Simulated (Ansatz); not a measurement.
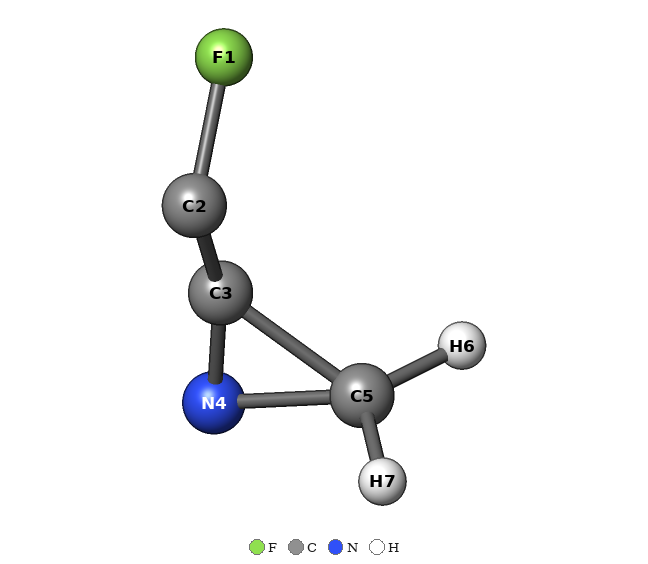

Sticks follow a distance rule. Harmonic vibrations computed with RKS PBE0-D4/def2-TZVP (Ansatz 0.2.0) at a stationary point of the same level.

How many imaginary frequencies does it have?

A minimum: no imaginary frequency, and the lowest mode lies at 103 cm⁻¹.

List the wavenumbers.

15 modes: 103, 217, 329, 555, 780, 889, 945, 1043, 1082, 1130, 1285, 1504, 1806, 3107, 3215 cm⁻¹.
